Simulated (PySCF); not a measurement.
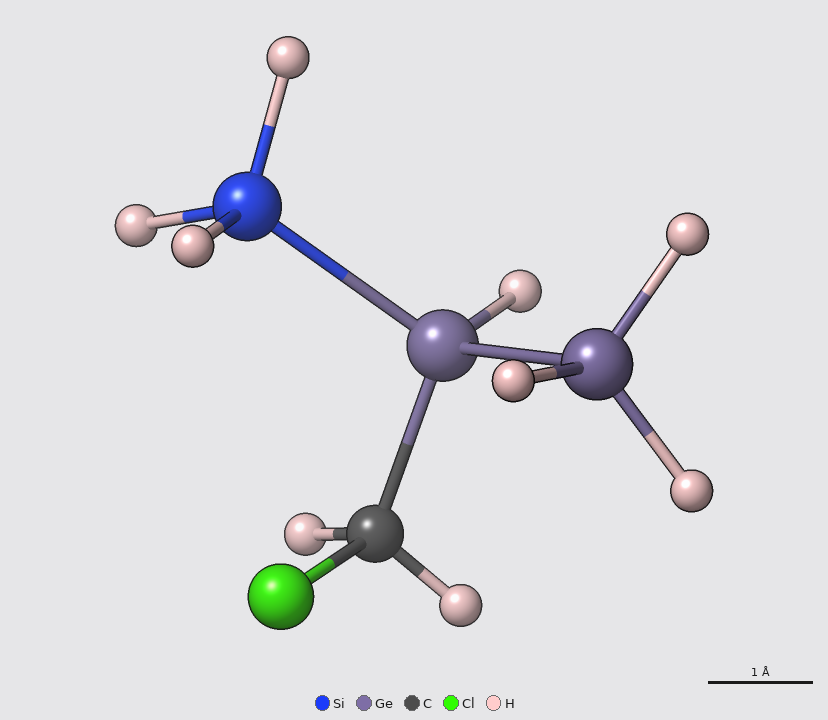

A ball-and-stick model of a molecule. Every bond is drawn as one stick, whatever its order.

Question: Give the formula.

Answer: CH₉ClGe₂Si, 14 atoms: 1 carbon, 9 hydrogen, 1 chlorine, 2 germanium and 1 silicon.

Question: How many bonds of each kind are drawn?

Answer: 4 Ge–H, 3 Si–H, 2 C–H, 1 Ge–Si, 1 Ge–Ge, 1 C–Ge, 1 C–Cl.

Question: Give a SMILES string for it.

Answer: [SiH3][Ge@@H]([GeH3])[CH2]Cl

Question: Name some functional groups or characteristic bonds that it holds.

Answer: Among them: C–Cl bond, Si–H bond.

The parts below concern this one geometry. Atoms keep their numbers from picture to picture. The geometry was computed by an optimisation with PBE0-D3(BJ)/def2-SVP. No frequency run is at hand to confirm it as a minimum.

### Shape

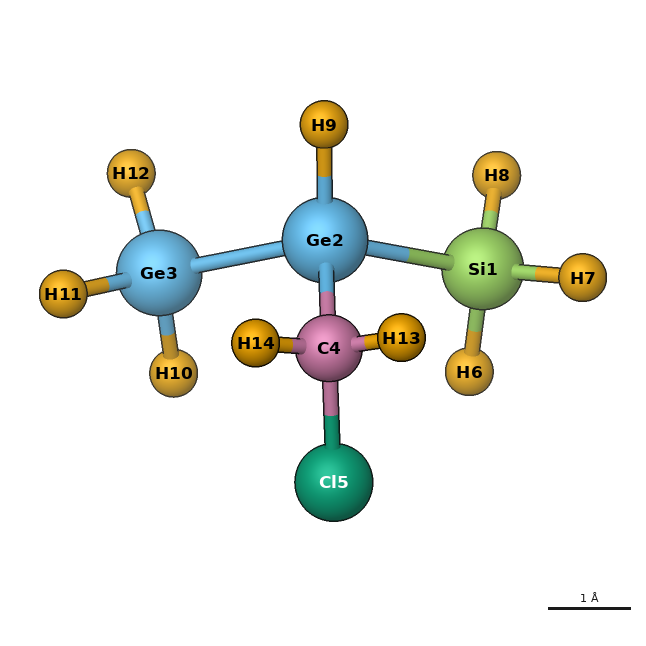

The atoms are numbered. No frequency run is at hand to confirm it as a minimum.

Question: Describe the coordination of atom 1.

Answer: Si1 has 4 neighbours (Ge2 at 2.38, H6 at 1.49, H7 at 1.50, H8 at 1.50 Å); the arrangement is tetrahedral.

Question: How are the neighbours of atom 4 arranged?

Answer: C4 has 4 neighbours (Ge2 at 1.98, Cl5 at 1.79, H13 at 1.10, H14 at 1.10 Å); the arrangement is tetrahedral.

Question: What is the geometry at Ge2?

Answer: Ge2 has 4 neighbours (Si1 at 2.38, Ge3 at 2.42, C4 at 1.98, H9 at 1.55 Å); the arrangement is tetrahedral.

Question: Describe the coordination of atom 3.

Answer: Ge3 has 4 neighbours (Ge2 at 2.42, H10 at 1.54, H11 at 1.54, H12 at 1.54 Å); the arrangement is tetrahedral.

Question: What is the dihedral angle Ge3–Ge2–C4–Cl5?

Answer: 62° in size, that is gauche.

### Charges

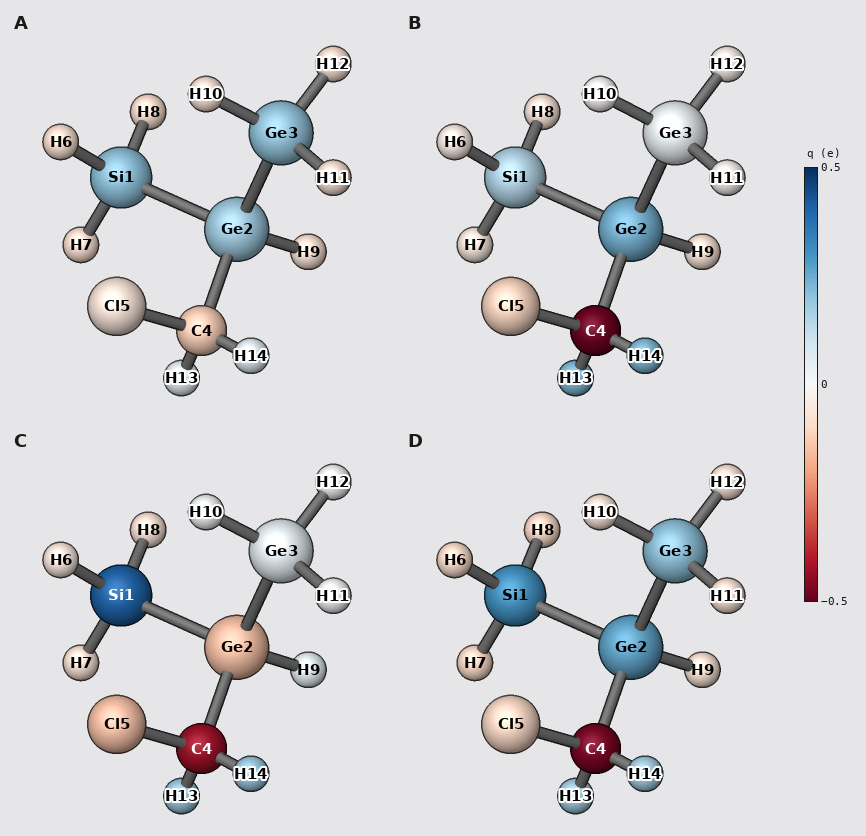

Atomic charges of one calculation by 4 schemes, on one colour scale. No frequency run is at hand to confirm it as a minimum. Computed with PBE0/pcSseg-1 (PySCF 2.14.0).

Question: The schemes are ESP-fitted, Hirshfeld, IAO, Mulliken. Which panel shows which?

Answer: A Hirshfeld, B ESP-fitted, C Mulliken, D IAO.

List the charges (e), one line for each set of equivalent atoms.

```
atom  Hirshfeld  ESP-fitted  Mulliken    IAO
 Si1       0.20        0.14      0.40   0.30
 Ge2       0.18        0.23     −0.14   0.26
 Ge3       0.19        0.03      0.04   0.20
  C4      −0.12       −0.49     −0.43  −0.47
 Cl5      −0.06       −0.10     −0.14  −0.10
  H6      −0.07       −0.04     −0.05  −0.08
  H7      −0.07       −0.04     −0.06  −0.09
  H8      −0.07       −0.06     −0.06  −0.09
  H9      −0.07       −0.06      0.04  −0.07
 H10      −0.06       −0.01      0.02  −0.06
 H11      −0.07       −0.01      0.01  −0.07
 H12      −0.07       −0.03      0.01  −0.07
 H13       0.05        0.22      0.18   0.17
 H14       0.04        0.22      0.19   0.17
```

### Polarisability

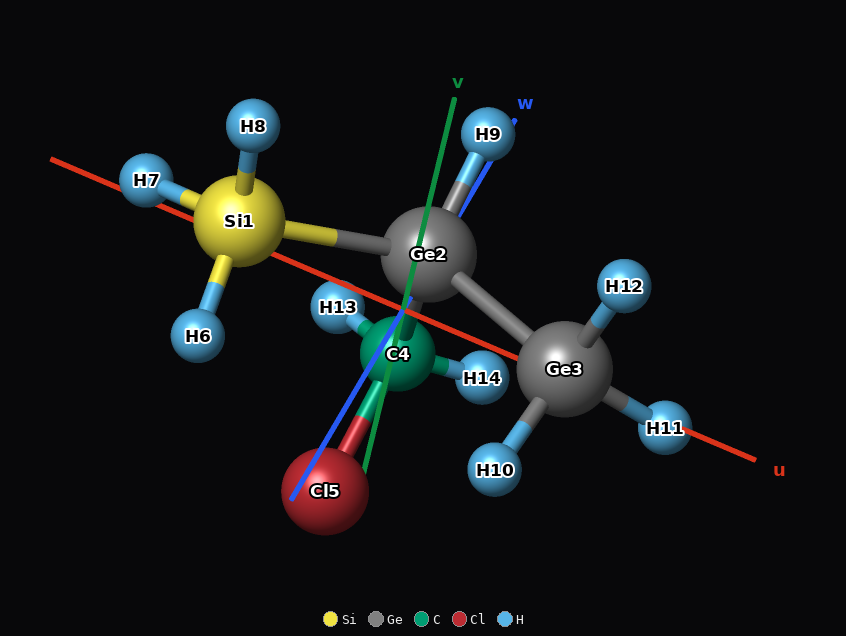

The lines u, v and w are the principal axes of the static dipole polarisability. No frequency run is at hand to confirm it as a minimum. Method: ωB97X-D/def2-SVPD (PySCF 2.14.0).

Question: Along which axis is the molecule most polarisable, and along which least?

Answer: Most along u (close to the long direction Si1···Ge3), least along w.

Question: Give the three principal values.

Answer: u 135.9, v 120.2, w 111.8 bohr³; mean 122.6, anisotropy 21.2 bohr³.

### Excitation

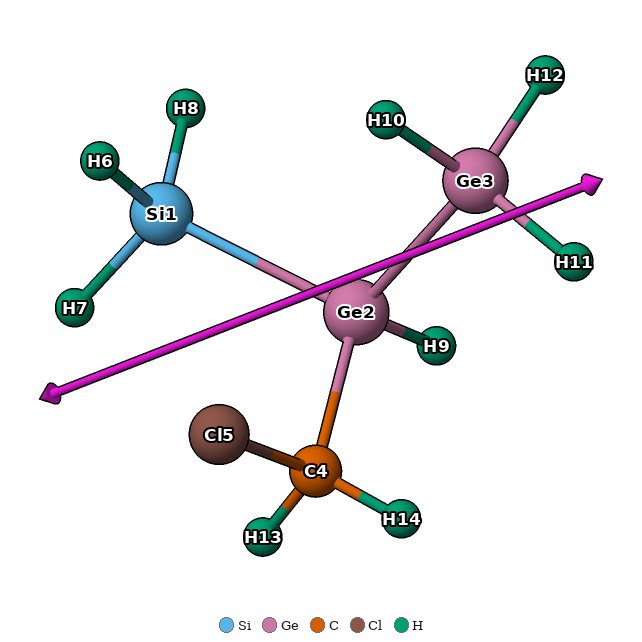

The double arrow shows the direction of the transition dipole to excited singlet state 3 (its length means nothing). No frequency run is at hand to confirm it as a minimum. Properties computed with TDDFT ωB97X-D/def2-SVPD, vertical, gas phase, core orbitals frozen in the response (PySCF 2.14.0).

Question: How is the transition polarised?

Answer: Close to the long direction Si1···Ge3.

Question: Give its energy, strength and character.

Answer: 7.12 eV (174 nm), oscillator strength 0.22, of mixed character, with the largest part HOMO → LUMO+1 (weight 0.48); transition dipole 2.84 D.

Mulliken values depend strongly on the basis set and can even reverse the polarity of a bond.
